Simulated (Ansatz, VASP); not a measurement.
# CdTe in two plane-wave programs, part 2 of 2

Aim: how closely do two programs agree when they are given the same cell, functional and k mesh? The cell is taken from a series of VASP runs on this material, whose earlier steps may have relaxed, scaled or displaced it; both programs get it as it stands. Valence electrons are named where the data sets of a main pair hold unlike numbers.

VASP 6.6.1 and Ansatz 0.2.0.

So far. Step 2 (VASP: band structure, PBE): The run ends at a pressure of 7.94 GPa.

**5. VASP: band structure, r2SCAN**

Level of this step: r2SCAN; plane waves and PAW (Te, Cd) (VASP).

The same path points are solved in both programs, so levels can be compared one by one.

Input file INCAR:

```
SYSTEM = CdTe
PREC = Accurate
ENCUT = 350
EDIFF = 1E-06
NELM = 100
ISMEAR = 0
SIGMA = 0.03
LREAL = .FALSE.
ALGO = Normal
METAGGA = R2SCAN
LASPH = .TRUE.
NBANDS = 21
LORBIT = 11
LWAVE = .FALSE.
LCHARG = .FALSE.
KPAR = 4
```

Input file POSCAR:

```
CdTe
1.0
    0.0000000000      3.1400000000      3.1400000000
    3.1400000000      0.0000000000      3.1400000000
    3.1400000000      3.1400000000      0.0000000000
Te Cd
1 1
Direct
    0.7500000000      0.7500000000      0.7500000000
    0.0000000000      0.0000000000      0.0000000000
```

Input file KPOINTS:

```
Automatic mesh
0
Gamma
6 6 6
0 0 0
```

Input file KPOINTS_OPT:

```
Line mode
10
Line-mode
Reciprocal
  0.00000000   0.00000000   0.00000000 GAMMA
  0.50000000   0.00000000   0.50000000 X

  0.50000000   0.00000000   0.50000000 X
  0.50000000   0.25000000   0.75000000 W

  0.50000000   0.25000000   0.75000000 W
  0.37500000   0.37500000   0.75000000 K

  0.37500000   0.37500000   0.75000000 K
  0.00000000   0.00000000   0.00000000 GAMMA

  0.00000000   0.00000000   0.00000000 GAMMA
  0.50000000   0.50000000   0.50000000 L

  0.50000000   0.50000000   0.50000000 L
  0.62500000   0.25000000   0.62500000 U

  0.62500000   0.25000000   0.62500000 U
  0.50000000   0.25000000   0.75000000 W

  0.50000000   0.25000000   0.75000000 W
  0.50000000   0.50000000   0.50000000 L

  0.50000000   0.50000000   0.50000000 L
  0.37500000   0.37500000   0.75000000 K

  0.62500000   0.25000000   0.62500000 U
  0.50000000   0.00000000   0.50000000 X
```

Potentials, in the order of the species: Te and Cd (PBE family, release 64).

The run is started by

```
mpirun -np 4 vasp_std
```

Numbers of over 12 decimals in the logs are rounded to 6 here.

What it wrote:

```text
[banner, memory and clock lines left out]
running    4 mpi-ranks, on    1 nodes
[...]
|                                                                             |
|               ----> ADVICE to this user running VASP <----                  |
|                                                                             |
|     You enforced a specific xc type in the INCAR file but a different       |
|     [... a line on the potential file left out ...]
|     I HOPE YOU KNOW WHAT YOU ARE DOING!                                     |
|                                                                             |

 LDA part: xc-table for (None), standard interpolation
 POSCAR, INCAR and KPOINTS ok, starting setup
[...]
entering main loop
       N       E                     dE             d eps       ncg     rms          rms(c)
DAV:   1     0.445214184322E+02    0.44521E+02   -0.67559E+03   688   0.565E+02
DAV:   2    -0.477880763024E+02   -0.92309E+02   -0.87889E+02   772   0.180E+02
[...]
DAV:  11    -0.464621481891E+02    0.14764E-04   -0.63798E-05   806   0.731E-02    0.443E-02
DAV:  12    -0.464621481426E+02    0.46470E-07   -0.64596E-06   752   0.169E-02
   1 F= -.46462148E+02 E0= -.46462148E+02  d E =-.260629E-18
 Start KPOINTS_OPT (optional k-point list driver)
k-point batch [1-16\100]
       N       E                     dE             ncg
DAV:   1     0.368257461025E+03   -0.53362E+04      704
DAV:   2    -0.104852078279E+04   -0.14168E+04      773
DAV:   3    -0.109627375029E+04   -0.47753E+02      790
DAV:   4    -0.109662817398E+04   -0.35442E+00      866
DAV:   5    -0.109663258827E+04   -0.44143E-02      816
DAV:   6    -0.109663270362E+04   -0.11535E-03      816
DAV:   7    -0.109663270706E+04   -0.34376E-05      760
DAV:   8    -0.109663270715E+04   -0.90547E-07      585
[...]
k-point batch [97-100\100]
       N       E                     dE             ncg
DAV:   1     0.577432667486E+04   -0.19755E+04      192
DAV:   2     0.546549403159E+04   -0.30883E+03      188
DAV:   3     0.545599588816E+04   -0.94981E+01      216
DAV:   4     0.545592221360E+04   -0.73675E-01      209
DAV:   5     0.545592132327E+04   -0.89033E-03      208
DAV:   6     0.545592129826E+04   -0.25009E-04      193
DAV:   7     0.545592129748E+04   -0.77878E-06      216
```

OUTCAR, selected parts (step 5):

```text
  Total        2.7187671      2.7187671      2.7187671     -0.0000000      0.0000000     -0.0000000
  in kB       70.3499271     70.3499271     70.3499271     -0.0000000      0.0000000     -0.0000000
  external PRESSURE =      70.3499271 kB  Pullay stress =       0.0000000 kB

 POSITION                                       TOTAL-FORCE (eV/Angst)
 -----------------------------------------------------------------------------------
      4.71000      4.71000      4.71000        -0.000000     -0.000000      0.000000
      0.00000      0.00000      0.00000         0.000000      0.000000     -0.000000
 -----------------------------------------------------------------------------------
    total drift:                                0.000004      0.000004      0.000004

  FREE ENERGIE OF THE ION-ELECTRON SYSTEM (eV)
  ---------------------------------------------------
  free  energy   TOTEN  =       -46.4621481426 eV

  energy  without entropy=      -46.4621481426  energy(sigma->0) =      -46.46214814

[... 2 parts as in an earlier step ...]

[... 1 further part left out ...]
[key lines of the parts left out:]
E-fermi :   3.2086
```

The PAW data sets were made with PBE, which is usual practice but a small mismatch for other functionals.

**6. Ansatz: band structure, r2SCAN**

The same cell, functional, mesh and smearing now go to Ansatz, which takes its cutoff from its data sets.

The cell is taken from a series of VASP runs on this material, whose earlier steps may have relaxed, scaled or displaced it; both programs get it as it stands.

Input file input.yaml:

```yaml
crystal:
  lattice:
    - [0.0, 3.14, 3.14]
    - [3.14, 0.0, 3.14]
    - [3.14, 3.14, 0.0]
  atoms:
    - { symbol: Te, position: [0.75, 0.75, 0.75] }
    - { symbol: Cd, position: [0.0, 0.0, 0.0] }
hamiltonian:
  xc: r2scan
  pseudopotentials: { kind: paw }
kpoints:
  mp_grid: { grid: [6, 6, 6] }
  band_path:
    path:
      - [0.0, 0.0, 0.0]
      - [0.16667, 0.0, 0.16667]
      - [0.33333, 0.0, 0.33333]
      - [0.5, 0.0, 0.5]
      - [0.5, 0.08333, 0.58333]
      - [0.5, 0.19444, 0.69444]
      - [0.5, 0.25, 0.75]
      - [0.45833, 0.29167, 0.75]
      - [0.40278, 0.34722, 0.75]
      - [0.375, 0.375, 0.75]
      - [0.20833, 0.20833, 0.41667]
      - [0.08333, 0.08333, 0.16667]
      - [0.0, 0.0, 0.0]
      - [0.22222, 0.22222, 0.22222]
      - [0.38889, 0.38889, 0.38889]
      - [0.51389, 0.47222, 0.51389]
      - [0.55556, 0.38889, 0.55556]
      - [0.61111, 0.27778, 0.61111]
      - [0.61111, 0.25, 0.63889]
      - [0.56944, 0.25, 0.68056]
      - [0.51389, 0.25, 0.73611]
      - [0.5, 0.27778, 0.72222]
      - [0.5, 0.38889, 0.61111]
      - [0.5, 0.47222, 0.52778]
      - [0.48611, 0.48611, 0.52778]
      - [0.43056, 0.43056, 0.63889]
      - [0.38889, 0.38889, 0.72222]
      - [0.59722, 0.19444, 0.59722]
      - [0.55556, 0.11111, 0.55556]
      - [0.5, 0.0, 0.5]
    npoints: 1
scf:
  occupations: { method: gaussian, width: 0.03 }
  n_extra_bands: 7
output:
  forces: true
  stress: true
  eigenvalues: true
  write_density: true
  write_potential: true
  elf: true
  volumetric_format: npy
```

The run is started by

```
ansatz run input.yaml --threads 2 --pin off --max-ram 4608MiB --backend cpu --events-out ev --progress --plain --runs-dir out
```

What it wrote:

```text
[...]
Crystal: 2 atoms, lattice volume = 61.918 Å³
Basis set: ecut = 500 eV, 1591 PW (Γ), exchange–correlation on 144×144×144 points (64 copies of the dense FFT grid, shifted against one another)
Bands: 25, of which v1, the nominal top of the filled ones, is band 18 counted from 1 (17 counted from 0)
Symmetry: 24 space group operations
[...]
k-point 0: bands = [... 14 lower, 0.0324, 8.6389, 8.6389, 8.6389, 10.2274, 13.6032, 13.6032, 13.6032, ... 3 higher]
  k-point 1: bands = [... 14 lower, 0.0306, 6.8163, 8.3592, 8.3592, 11.1829, 13.8308, 13.9948, 13.9948, ... 3 higher]
  k-point 2: bands = [... 14 lower, 0.1328, 4.6188, 7.8959, 7.8959, 11.1197, 14.2658, 14.2658, 15.5681, ... 3 higher]
  k-point 15: bands = [... 14 lower, 0.7760, 3.8911, 5.9763, 6.0564, 12.6374, 12.8649, 16.0312, 16.2716, ... 3 higher]
[key lines of the parts left out:]
SCF converged after 6 iterations
Free energy (F): -15263.967836 eV
Fermi energy:    9.433486 eV
P = ⅓ Tr σ = 7.0968 GPa (70.968 kbar)
```

Wall time 11 s (2 threads of Arm Neoverse N1, shared host); peak memory 0.52 GiB; 21 s of CPU time.

**7. Comparison**

What differs besides the data sets and the points named for the pairs above, as far as they apply: VASP keeps PBE cores, Ansatz makes them for the functional; the data sets hold 36 valence electrons in Ansatz (on its default PAW (the set named soft_2) files) and 18 in VASP; the cutoff is 500 eV in Ansatz and 350 eV in VASP. Total energies have different zeros and are not compared.

Both answers:

```
                     quantity  Ansatz   VASP  difference
               pressure (GPa)    7.10   7.03       +0.06
gap over the path points (eV)   1.589  1.582      +0.007
```

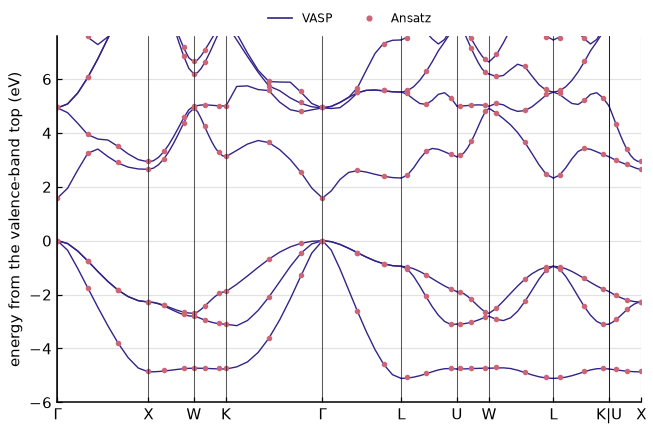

Bands from VASP (lines) and levels from Ansatz (dots). Dots without a line are higher empty bands that the VASP plot leaves out.

Levels at points of the path, from each program's valence-band top (eV; 4 filled, then empty):

```
k (reciprocal lattice)                                   Ansatz                                     VASP
     0.000 0.000 0.000      -8.61 0.00 0.00 0.00 1.59 4.96 4.96      -8.57 0.00 0.00 0.00 1.58 4.93 4.93
     0.167 0.000 0.167   -8.60 -1.74 -0.74 -0.74 3.24 3.96 6.09   -8.56 -1.75 -0.75 -0.75 3.24 3.94 6.06
     0.333 0.000 0.333   -8.38 -3.78 -1.82 -1.82 2.90 3.51 8.24   -8.35 -3.80 -1.83 -1.83 2.88 3.50 8.25
     0.500 0.000 0.500  -7.95 -4.85 -2.26 -2.26 2.67 2.95 10.03  -7.92 -4.87 -2.28 -2.28 2.65 2.93 10.06
     0.500 0.083 0.583   -7.92 -4.82 -2.40 -2.38 3.04 3.31 9.07   -7.89 -4.84 -2.42 -2.39 3.02 3.29 9.06
     0.500 0.194 0.694   -7.85 -4.73 -2.73 -2.63 4.39 4.57 6.86   -7.81 -4.75 -2.75 -2.65 4.37 4.56 6.85
     0.500 0.250 0.750   -7.83 -4.71 -2.79 -2.68 4.92 5.00 6.20   -7.80 -4.73 -2.81 -2.70 4.91 4.99 6.19
     0.458 0.292 0.750   -7.85 -4.71 -2.92 -2.42 4.26 5.05 6.62   -7.82 -4.74 -2.94 -2.43 4.25 5.04 6.60
     0.403 0.347 0.750   -7.88 -4.74 -3.06 -1.96 3.29 5.01 7.75   -7.85 -4.76 -3.08 -1.97 3.27 5.01 7.73
     0.375 0.375 0.750   -7.89 -4.74 -3.08 -1.88 3.14 5.01 8.07   -7.85 -4.76 -3.10 -1.89 3.12 5.00 8.06
```

Among the levels compared at these points, filled levels agree within 40 meV and empty ones within 38 meV. Ansatz's pressure holds a Pulay correction of 0.04 GPa; VASP's holds none.

**8. What the set-up changes**

Further runs change the set-up of one program: Ansatz's method, potentials or start, or VASP's data sets, cutoff or form of LDA. The table gives Ansatz less VASP for each quantity, since a change that brings one quantity closer may part another.

```
                              run  pressure (GPa)  gap over the path points (eV)
                         as above           0.062                         0.0067
Ansatz's all-electron LAPW method           0.060                          0.014
```

**9. VASP: band structure, LDA**

The same path points are solved in both programs, so levels can be compared one by one. The cell compared in this pair holds 66.07 Å³, against 61.92 Å³ for the pair before.

INCAR: that of step 5 with these lines changed.

```diff
@@ -9,4 +9,3 @@
 ALGO = Normal
-METAGGA = R2SCAN
-LASPH = .TRUE.
+GGA = CA
 NBANDS = 21
@@ -16 +15,2 @@
 KPAR = 4
+LASPH = .TRUE.
```

Input file POSCAR:

```
CdTe
1.0
    0.0000000000      3.2086686674      3.2086686674
    3.2086686674      0.0000000000      3.2086686674
    3.2086686674      3.2086686674      0.0000000000
Te Cd
1 1
Direct
    0.7500000000      0.7500000000      0.7500000000
    0.0000000000      0.0000000000      0.0000000000
```

KPOINTS is that of step 5.

KPOINTS_OPT is that of step 5.

PAW data sets: Te and Cd (LDA family, release 64).

The run is started by

```
mpirun -np 4 vasp_std
```

What it wrote:

```text
[banner, memory and clock lines left out]
running    4 mpi-ranks, on    1 nodes
[...]
LDA part: xc-table for (Slater(with rela. corr.)+CA(PZ))
 , standard interpolation
 POSCAR, INCAR and KPOINTS ok, starting setup
[...]
entering main loop
       N       E                     dE             d eps       ncg     rms          rms(c)
DAV:   1     0.833869535693E+02    0.83387E+02   -0.64927E+03   688   0.537E+02
DAV:   2    -0.305803101853E+01   -0.86445E+02   -0.82193E+02   777   0.172E+02
DAV:   3    -0.625630431934E+01   -0.31983E+01   -0.31852E+01   802   0.334E+01
DAV:   4    -0.628707022277E+01   -0.30766E-01   -0.30763E-01   864   0.296E+00
[...]
DAV:  10    -0.604210691301E+01    0.83521E-05   -0.72091E-05   757   0.762E-02    0.463E-02
DAV:  11    -0.604210993859E+01   -0.30256E-05   -0.18600E-05   752   0.308E-02    0.282E-02
DAV:  12    -0.604210946104E+01    0.47756E-06   -0.10374E-06   608   0.969E-03
   1 F= -.60421095E+01 E0= -.60421095E+01  d E =-.526520E-24
 Start KPOINTS_OPT (optional k-point list driver)
k-point batch [1-16\100]
       N       E                     dE             ncg
DAV:   1     0.204963385713E+03   -0.52442E+04      720
DAV:   2    -0.110529752656E+04   -0.13103E+04      785
DAV:   3    -0.115124865497E+04   -0.45951E+02      841
DAV:   4    -0.115165757662E+04   -0.40892E+00      884
DAV:   5    -0.115165942630E+04   -0.18497E-02      844
DAV:   6    -0.115165946407E+04   -0.37774E-04      806
DAV:   7    -0.115165946513E+04   -0.10601E-05      729
DAV:   8    -0.115165946517E+04   -0.41601E-07      569
[...]
k-point batch [97-100\100]
       N       E                     dE             ncg
DAV:   1     0.545222810212E+04   -0.16953E+04      168
DAV:   2     0.509112794847E+04   -0.36110E+03      188
DAV:   3     0.507854339482E+04   -0.12585E+02      203
DAV:   4     0.507843116601E+04   -0.11223E+00      214
DAV:   5     0.507842969370E+04   -0.14723E-02      216
DAV:   6     0.507842965156E+04   -0.42134E-04      201
DAV:   7     0.507842965020E+04   -0.13579E-05      216
DAV:   8     0.507842965017E+04   -0.36573E-07      147
```

From OUTCAR (step 9):

```text
  Total       -0.0867870     -0.0867870     -0.0867870      0.0000000      0.0000000     -0.0000000
  in kB       -2.1045556     -2.1045556     -2.1045556      0.0000000      0.0000000     -0.0000000
  external PRESSURE =      -2.1045556 kB  Pullay stress =       0.0000000 kB

 POSITION                                       TOTAL-FORCE (eV/Angst)
 -----------------------------------------------------------------------------------
      4.81300      4.81300      4.81300        -0.000000     -0.000000     -0.000000
      0.00000      0.00000      0.00000         0.000000      0.000000      0.000000
 -----------------------------------------------------------------------------------
    total drift:                                0.000000      0.000000      0.000001

  FREE ENERGIE OF THE ION-ELECTRON SYSTEM (eV)
  ---------------------------------------------------
  free  energy   TOTEN  =        -6.0421094610 eV

  energy  without entropy=       -6.0421094610  energy(sigma->0) =       -6.04210946

[... 1 part as in an earlier step ...]

[... 2 further parts left out ...]
[key lines of the parts left out:]
E-fermi :   2.6455
```

The run ends at a pressure of -0.21 GPa.

**10. Ansatz: band structure, LDA**

The same cell, functional (in two slightly different forms), mesh and smearing now go to Ansatz, which takes its cutoff from its data sets.

The cell is taken from a series of VASP runs on this material, whose earlier steps may have relaxed, scaled or displaced it; both programs get it as it stands.

input.yaml: that of step 6 with these lines changed.

```diff
@@ -2,5 +2,5 @@
   lattice:
-    - [0.0, 3.14, 3.14]
-    - [3.14, 0.0, 3.14]
-    - [3.14, 3.14, 0.0]
+    - [0.0, 3.2086686674, 3.2086686674]
+    - [3.2086686674, 0.0, 3.2086686674]
+    - [3.2086686674, 3.2086686674, 0.0]
   atoms:
@@ -9,3 +9,3 @@
 hamiltonian:
-  xc: r2scan
+  xc: lda
   pseudopotentials: { kind: paw }
```

The run is started by

```
ansatz run input.yaml --threads 2 --pin off --max-ram 4608MiB --backend cpu --events-out ev --progress --plain --runs-dir out
```

What it wrote:

```text
[...]
Crystal: 2 atoms, lattice volume = 66.070 Å³
Basis set: ecut = 420 eV, 1243 PW (Γ)
Bands: 25, of which v1, the nominal top of the filled ones, is band 18 counted from 1 (17 counted from 0)
Symmetry: 24 space group operations
[...]
k-points: 16 of 216 (time reversal used)
[...]
k-point 0: bands = [... 14 lower, -0.5197, 7.5706, 7.5706, 7.5706, 8.1688, 12.0844, 12.0844, 12.0844, ... 3 higher]
  k-point 1: bands = [... 14 lower, -0.5213, 5.7213, 7.3249, 7.3249, 9.3137, 12.1856, 12.4378, 12.4378, ... 3 higher]
  k-point 2: bands = [... 14 lower, -0.4319, 3.8002, 6.9181, 6.9181, 9.3560, 12.7309, 12.7309, 13.7243, ... 3 higher]
  k-point 15: bands = [... 14 lower, 0.0547, 3.1337, 5.2164, 5.2966, 11.2005, 11.2286, 14.1928, 14.4825, ... 3 higher]
[key lines of the parts left out:]
SCF converged after 6 iterations
Free energy (F): -14945.804077 eV
Fermi energy:    7.870524 eV
P = ⅓ Tr σ = -0.1661 GPa (-1.661 kbar)
```

The job ended after 4.9 s (2 threads; peak memory 0.32 GiB; 9.4 s of CPU time).

**11. Side by side**

What differs besides the data sets and the points named for the pairs above, as far as they apply: the two LDA forms differ slightly; the data sets hold 36 valence electrons in Ansatz (on its default PAW (the set named soft_2) files) and 18 in VASP; VASP's log shows a relativistic correction to its local exchange, Ansatz's none. Total energies have different zeros and are not compared.

Both answers:

```
                     quantity  Ansatz   VASP  difference
               pressure (GPa)   -0.17  -0.21       +0.04
gap over the path points (eV)   0.598  0.636      -0.038
```

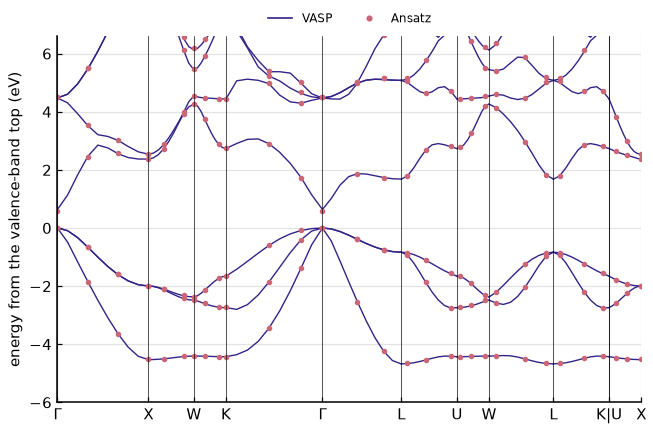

Bands from VASP (lines) and levels from Ansatz (dots). Dots without a line are higher empty bands that the VASP plot leaves out.

Levels at points of the path, from each program's valence-band top (eV; 4 filled, then empty):

```
k (reciprocal lattice)                                  Ansatz                                    VASP
     0.000 0.000 0.000     -8.09 0.00 0.00 0.00 0.60 4.51 4.51     -8.11 0.00 0.00 0.00 0.64 4.47 4.47
     0.167 0.000 0.167  -8.08 -1.85 -0.65 -0.65 2.43 3.55 5.50  -8.10 -1.84 -0.66 -0.66 2.46 3.53 5.47
     0.333 0.000 0.333  -7.91 -3.64 -1.60 -1.60 2.57 3.02 7.28  -7.92 -3.64 -1.61 -1.61 2.55 3.02 7.28
     0.500 0.000 0.500  -7.59 -4.52 -1.99 -1.99 2.39 2.55 8.77  -7.59 -4.53 -2.00 -2.00 2.37 2.54 8.80
     0.500 0.083 0.583  -7.56 -4.50 -2.11 -2.09 2.73 2.87 8.06  -7.57 -4.50 -2.13 -2.10 2.72 2.86 8.05
     0.500 0.194 0.694  -7.50 -4.42 -2.42 -2.32 3.94 4.00 6.12  -7.51 -4.42 -2.43 -2.33 3.94 3.99 6.11
     0.500 0.250 0.750  -7.49 -4.40 -2.47 -2.36 4.25 4.56 5.46  -7.50 -4.41 -2.48 -2.37 4.26 4.54 5.45
     0.458 0.292 0.750  -7.51 -4.41 -2.59 -2.13 3.76 4.48 5.90  -7.51 -4.41 -2.60 -2.15 3.76 4.48 5.89
     0.403 0.347 0.750  -7.53 -4.42 -2.71 -1.72 2.88 4.45 6.99  -7.53 -4.43 -2.73 -1.73 2.87 4.45 6.97
     0.375 0.375 0.750  -7.53 -4.43 -2.73 -1.65 2.75 4.44 7.27  -7.54 -4.43 -2.74 -1.66 2.73 4.44 7.24
```

Among the levels compared at these points, filled levels agree within 15 meV and empty ones within 44 meV. Ansatz's pressure holds a Pulay correction of 0.03 GPa; VASP's holds none.

**12. What came out**

```yaml
largest_difference_of_a_filled_level_at_the_path_points_band_structure_pbe: 14 meV
largest_difference_of_a_filled_level_at_the_path_points_band_structure_r2scan: 40 meV
largest_difference_of_a_filled_level_at_the_path_points_band_structure_lda: 15 meV
```

The largest difference of a filled level at the path points is 40 meV (band structure, r2SCAN), within the 80 meV picked in this series as the mark of a large difference. The data sets hold unlike numbers of valence electrons (36 in Ansatz and 18 in VASP), so part of the differences comes from the potentials. Band structure, r2SCAN, Ansatz's all-electron LAPW method: the difference in gap over the path points goes from 0.0067 to 0.014 eV. 2 further runs of this series are not shown here. Such differences can come from data sets, numerical settings and the points named under the comparisons, not from the functional's error against experiment.

[Lines on the potential files, build, host, timing and source positions are cut from VASP's logs without a mark.]

[Logs are printed without paths, hosts, clocks, repeated set-up lines and the standing remarks that a program may print on its own settings, such as how far it seeks lower states.]

[Hosts, paths, dates, database ids (printed as entryN), source tags and the programs' standing remarks are cut or masked in the printed files.]
